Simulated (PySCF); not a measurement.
# CH₈BPSi: electronic excitations and core binding energies

Aim: predict the electronic excitations and core binding energies of CH₈BPSi (`BP[SiH2]C`).

The runs use PySCF 2.14.0, with density-fitted response routines of our own; the level of theory stands in each step. All values are computed, except where a source is named. Atoms are numbered from 0 throughout.

**1. The starting structure**

12 atoms, charge 0, multiplicity 1; geometry from: GFN2-xTB.

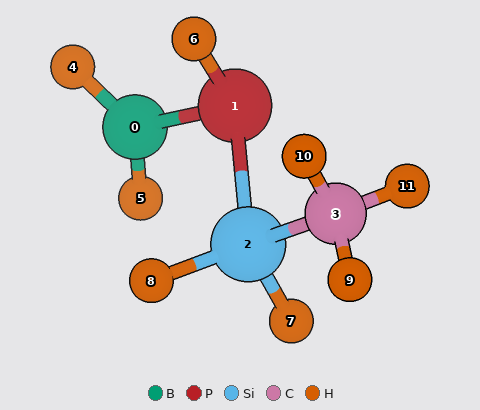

As it starts; boron teal, phosphorus red, silicon blue, carbon pink, hydrogen orange, atoms numbered.

**2. TDDFT and polarisability: B3LYP/def2-SVPD**

Job settings and geometry (Å):

```
{"job": {"kind": "uv", "xc": "B3LYP", "basis": "def2-SVPD", "nstates": 8, "ntriplets": 3}, "charge": 0, "multiplicity": 1}
B      2.642902    -0.155957     0.542267
P      1.041722     0.664512     0.843129
Si    -0.542856    -0.630195    -0.048006
C     -2.159210     0.365279    -0.003760
H      3.558847     0.440658     0.129244
H      2.765154    -1.264610     0.898039
H      1.046348     1.738679    -0.021180
H     -0.621947    -1.819929     0.806352
H     -0.250606    -1.049658    -1.429414
H     -2.992758    -0.232837    -0.357521
H     -2.099449     1.252684    -0.627622
H     -2.386947     0.690689     1.007163
```

Level: TDDFT B3LYP/def2-SVPD, vertical, gas phase, core orbitals frozen in the response.

The log of the run:

```text
coarse grid: 10384 points
cycle   1  E = -698.2864058699  dE = -5.227e-03  |g| = 3.583e-01  |ddm| = 3.991e+00
cycle   2  E = -698.2747832936  dE =  1.162e-02  |g| = 4.093e-01  |ddm| = 1.017e+00
cycle   3  E = -698.3244785556  dE = -4.970e-02  |g| = 2.956e-02  |ddm| = 4.962e-01
cycle   4  E = -698.3247116211  dE = -2.331e-04  |g| = 1.437e-02  |ddm| = 8.486e-02
cycle   5  E = -698.3247817637  dE = -7.014e-05  |g| = 2.374e-03  |ddm| = 3.771e-02
cycle   6  E = -698.3247838487  dE = -2.085e-06  |g| = 8.625e-04  |ddm| = 5.930e-03
final grid: 89248 points
cycle   7  E = -698.4118990771  dE = -1.892e-05  |g| = 3.716e-03  |ddm| = 4.517e-02
cycle   8  E = -698.4118962258  dE =  2.851e-06  |g| = 4.844e-03  |ddm| = 1.185e-02
cycle   9  E = -698.4119031128  dE = -6.887e-06  |g| = 3.695e-04  |ddm| = 6.220e-03
cycle  10  E = -698.4119031601  dE = -4.735e-08  |g| = 1.067e-04  |ddm| = 7.331e-04
cycle  11  E = -698.4119031645  dE = -4.366e-09  |g| = 3.207e-05  |ddm| = 2.058e-04
cycle  12  E = -698.4119031649  dE = -3.758e-10  |g| = 8.219e-06  |ddm| = 7.948e-05
converged SCF energy = -698.4119031649

Static polarisability (au): isotropic 84.634, principal 67.787 78.341 107.773

Singlet excitations
state   eV       nm        f      main configurations
  1   4.7184    262.8   0.06869   H->L 0.90
  2   5.6334    220.1   0.08923   H-1->L 0.88
  3   6.0260    205.7   0.00955   H-2->L 0.72, H-3->L 0.23
  4   6.2402    198.7   0.08085   H->L+1 0.84, H->L+2 0.10
  5   6.4612    191.9   0.01791   H->L+2 0.87, H->L+1 0.11
  6   6.7311    184.2   0.00852   H-3->L 0.65, H-2->L 0.25
  7   6.8572    180.8   0.02323   H-4->L 0.83, H-3->L 0.10
  8   6.9656    178.0   0.06810   H->L+3 0.84

Triplet excitations (Tamm-Dancoff, eV): 3.4907 5.0012 5.4638
```

Run time: 11 s. Hardware: 1 thread, shared host.

Frontier orbitals and where they lie:

| orbital | eV | atoms |
| --- | --- | --- |
| HOMO−3 | -9.45 | C3 21 %, Si2 19 %, B0 16 % |
| HOMO−2 | -9.15 | B0 19 %, P1 16 %, Si2 13 % |
| HOMO−1 | -8.45 | P1 30 %, Si2 20 %, B0 17 % |
| HOMO | -7.12 | P1 58 %, B0 18 %, Si2 9 % |
| LUMO | -1.81 | B0 48 %, P1 23 %, H5 9 % |
| LUMO+1 | -0.03 | Si2 27 %, C3 14 %, P1 14 % |
| LUMO+2 | 0.26 | B0 24 %, Si2 20 %, P1 19 % |

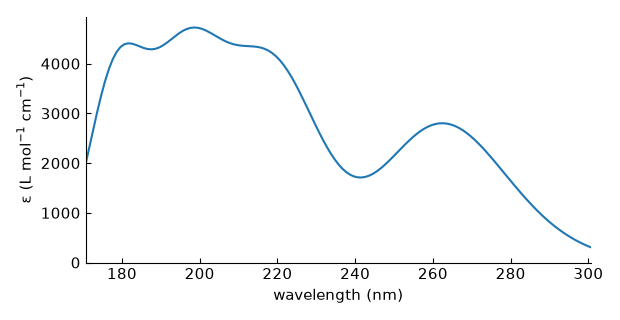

Absorption spectrum: each of the 8 states is a Gaussian band of 0.4 eV half-width at 1/e. Beyond the last state computed it falls off for lack of states.

Further results of this job:

| property | computed |
| --- | --- |
| dipole moment (D) | 1.61 |
| polarisability (Å³) | 12.54 |
| HOMO–LUMO gap (eV) | 5.31 |
| −ε(HOMO) (eV) | 7.12 |

**3. X-ray photoelectron lines: SCAN, X2C**

Settings changed since step 2:

```diff
@@ -1,2 +1,2 @@
-{"job": {"kind": "uv", "xc": "B3LYP", "basis": "def2-SVPD", "nstates": 8, "ntriplets": 3}, "charge": 0, "multiplicity": 1}
+{"job": {"kind": "xps"}, "charge": 0, "multiplicity": 1}
 B      2.642902    -0.155957     0.542267
```

Level: delta-SCF UKS SCAN, pcX-2 on the ionised atom, pcseg-1 elsewhere, spin-free X2C.

The log of the run:

```text
ground state, core basis on atom 0 (B), 135 functions
  cycle   1  E = -699.80183872  |g| = 4.30e-01
  cycle   2  E = -699.76925695  |g| = 5.29e-01
  cycle   3  E = -699.85799716  |g| = 4.55e-02
  cycle   4  E = -699.85848897  |g| = 2.84e-02
  cycle   5  E = -699.85877130  |g| = 8.36e-03
  cycle   6  E = -699.85879520  |g| = 3.18e-03
  cycle   7  E = -699.85879787  |g| = 6.65e-04
  cycle   8  E = -699.85879959  |g| = 2.07e-04
  E(ground) = -699.91476915 Eh
hole in B 1s of atom 0
  cycle   1  E = -692.25148019  |g| = 1.16e+00
  cycle   2  E = -690.05385505  |g| = 1.94e+00
  cycle   3  E = -692.42031865  |g| = 5.95e-01
  cycle   4  E = -692.66534862  |g| = 1.88e-01
  cycle   5  E = -692.68250161  |g| = 8.81e-02
  cycle   6  E = -692.68616516  |g| = 7.23e-02
  cycle   7  E = -692.69020376  |g| = 1.89e-02
  cycle   8  E = -692.69100641  |g| = 2.27e-02
  cycle   9  E = -692.69200406  |g| = 1.71e-02
  cycle  10  E = -692.69251115  |g| = 8.86e-03
  cycle  11  E = -692.69256348  |g| = 3.18e-03
  cycle  12  E = -692.69258638  |g| = 9.91e-04
  cycle  13  E = -692.69258589  |g| = 3.29e-04
  E(ion) = -692.74955210 Eh   <S^2> = 1.1349   hole on atom = 1.000   binding energy = 194.975 eV
ground state, core basis on atom 1 (P), 146 functions
  cycle   1  E = -699.97916888  |g| = 3.38e-01
  cycle   2  E = -699.97903280  |g| = 3.42e-02
  cycle   3  E = -699.97851728  |g| = 5.32e-02
  cycle   4  E = -699.97944098  |g| = 5.78e-03
  cycle   5  E = -699.97944989  |g| = 3.11e-03
  cycle   6  E = -699.97945310  |g| = 3.14e-04
  E(ground) = -700.00510048 Eh
hole in P 1s of atom 1
  cycle   1  E = -619.83566229  |g| = 4.72e+00
  cycle   2  E = -620.03280705  |g| = 2.16e+00
  cycle   3  E = -620.38574513  |g| = 9.68e-01
  cycle   4  E = -620.92223010  |g| = 3.38e-01
  cycle   5  E = -620.98952818  |g| = 1.10e-01
  cycle   6  E = -620.99590100  |g| = 3.86e-02
  cycle   7  E = -620.99667907  |g| = 1.14e-02
  cycle   8  E = -620.99674256  |g| = 4.98e-03
  cycle   9  E = -620.99675661  |g| = 1.01e-03
  cycle  10  E = -620.99675667  |g| = 3.06e-04
  E(ion) = -621.02210787 Eh   <S^2> = 0.7519   hole on atom = 1.000   binding energy = 2149.237 eV
hole in P 2p of atom 1
  cycle   1  E = -694.56948957  |g| = 1.39e+00
  cycle   2  E = -694.42633414  |g| = 1.21e+00
  cycle   3  E = -694.91907461  |g| = 2.70e-01
  cycle   4  E = -694.96283507  |g| = 1.04e-01
  cycle   5  E = -694.96867875  |g| = 3.87e-02
  cycle   6  E = -694.96949882  |g| = 8.42e-03
  cycle   7  E = -694.96954122  |g| = 2.88e-03
  cycle   8  E = -694.96954706  |g| = 1.02e-03
  cycle   9  E = -694.96954751  |g| = 3.83e-04
  E(ion) = -695.00523510 Eh   <S^2> = 0.7541   hole on atom = 1.002   binding energy = 136.053 eV
  2p3/2 = 135.807 eV   2p1/2 = 136.696 eV
ground state, core basis on atom 2 (Si), 146 functions
  cycle   1  E = -699.96035928  |g| = 2.89e-01
  cycle   2  E = -699.95949903  |g| = 6.83e-02
  cycle   3  E = -699.95776186  |g| = 9.11e-02
  cycle   4  E = -699.96099929  |g| = 1.08e-02
  cycle   5  E = -699.96103510  |g| = 2.70e-03
  cycle   6  E = -699.96103877  |g| = 4.12e-04
  E(ground) = -699.97458235 Eh
hole in Si 1s of atom 2
  cycle   1  E = -631.02395633  |g| = 4.35e+00
  cycle   2  E = -630.90984482  |g| = 2.22e+00
  cycle   3  E = -631.48963768  |g| = 8.97e-01
  cycle   4  E = -632.01079571  |g| = 3.37e-01
  cycle   5  E = -632.09128537  |g| = 7.74e-02
  cycle   6  E = -632.09403498  |g| = 4.38e-02
  cycle   7  E = -632.09536702  |g| = 1.39e-02
  cycle   8  E = -632.09550597  |g| = 3.11e-03
  cycle   9  E = -632.09551336  |g| = 8.33e-04
  cycle  10  E = -632.09551367  |g| = 2.70e-04
  E(ion) = -632.11731671 Eh   <S^2> = 0.7525   hole on atom = 1.000   binding energy = 1846.490 eV
hole in Si 2p of atom 2
  cycle   1  E = -695.68248896  |g| = 1.24e+00
  cycle   2  E = -695.37273466  |g| = 1.22e+00
  cycle   3  E = -695.93588584  |g| = 3.25e-01
  cycle   4  E = -696.01160892  |g| = 9.82e-02
  cycle   5  E = -696.01840611  |g| = 2.57e-02
  cycle   6  E = -696.01883925  |g| = 8.78e-03
  cycle   7  E = -696.01888754  |g| = 4.05e-03
  cycle   8  E = -696.01889831  |g| = 7.42e-04
  cycle   9  E = -696.01889921  |g| = 3.49e-04
  E(ion) = -696.04432712 Eh   <S^2> = 0.7530   hole on atom = 1.002   binding energy = 106.948 eV
  2p3/2 = 106.717 eV   2p1/2 = 107.341 eV
ground state, core basis on atom 3 (C), 135 functions
  cycle   1  E = -699.86622826  |g| = 6.00e-02
  cycle   2  E = -699.86618243  |g| = 2.65e-02
  cycle   3  E = -699.86627706  |g| = 2.03e-02
  cycle   4  E = -699.86639947  |g| = 2.51e-03
  cycle   5  E = -699.86640128  |g| = 5.11e-04
  cycle   6  E = -699.86640253  |g| = 1.08e-04
  E(ground) = -699.92148986 Eh
hole in C 1s of atom 3
  cycle   1  E = -688.62834160  |g| = 1.50e+00
  cycle   2  E = -688.02428020  |g| = 1.74e+00
  cycle   3  E = -689.14837948  |g| = 3.23e-01
  cycle   4  E = -689.18490615  |g| = 1.35e-01
  cycle   5  E = -689.19747921  |g| = 4.64e-02
  cycle   6  E = -689.19889806  |g| = 1.29e-02
  cycle   7  E = -689.19899749  |g| = 6.81e-03
  cycle   8  E = -689.19903434  |g| = 1.37e-03
  cycle   9  E = -689.19903569  |g| = 6.46e-04
  cycle  10  E = -689.19903495  |g| = 2.64e-04
  E(ion) = -689.25276660 Eh   <S^2> = 0.7664   hole on atom = 1.000   binding energy = 290.311 eV
```

It took 29 s on 1 thread, shared host.

Binding energies by hole, beside the orbital energy of the ground state; the difference holds orbital relaxation and, for a density functional, its self-interaction error:

| hole | stands for | environment | ΔSCF (eV; 2p as the shell's mean) | −ε (eV) | ⟨S²⟩ |
| --- | --- | --- | --- | --- | --- |
| B1s on B0 | B0 | boron bonded to P, 2 H | 194.98 (doubtful) | 180.1 | 1.135 |
| P1s on P1 | P1 | phosphorus bonded to B, Si, H | 2149.24 | 2092.3 | 0.752 |
| P2p on P1 | P1 | phosphorus bonded to B, Si, H | 136.10 | 125.4 | 0.754 |
| Si1s on Si2 | Si2 | silicon bonded to C, P, 2 H | 1846.49 | 1793.7 | 0.752 |
| Si2p on Si2 | Si2 | silicon bonded to C, P, 2 H | 106.92 | 96.5 | 0.753 |
| C1s on C3 | C3 | methyl carbon bonded to Si | 290.31 | 273.5 | 0.766 |

Doubtful: the ion did not converge, its hole moved, or its ⟨S²⟩ is well above 0.75.

With the spin-orbit splitting: P1 2p3/2 135.81, 2p1/2 136.70 eV; Si2 2p3/2 106.72, 2p1/2 107.34 eV. The table gives each 2p level as the mean over the whole 2p shell (two parts 2p3/2, one part 2p1/2), which differs a little from the single hole in the log.

**4. Summary of results**

```
                                quantity                        value
        lowest singlet (B3LYP/def2-SVPD)  4.72 eV (263 nm), f = 0.069
brightest single state of those computed  state 2, 5.63 eV, f = 0.089
                          lowest triplet                      3.49 eV
        P1s binding energies, SCAN/pcX-2                P1 2149.24 eV
        P2p binding energies, SCAN/pcX-2                 P1 136.10 eV
       Si1s binding energies, SCAN/pcX-2               Si2 1846.49 eV
       Si2p binding energies, SCAN/pcX-2                Si2 106.92 eV
        C1s binding energies, SCAN/pcX-2                 C3 290.31 eV
```

What this shows: The lowest singlet, at 4.72 eV, is HOMO→LUMO 0.90 and is bright; of the 8 states computed, the strongest absorption comes from state 2 at 5.63 eV (the last state computed is bright too, and its partners may lie past the list). The lowest triplet lies 1.23 eV below the lowest singlet (triplets in Tamm-Dancoff, singlets in full TDDFT).
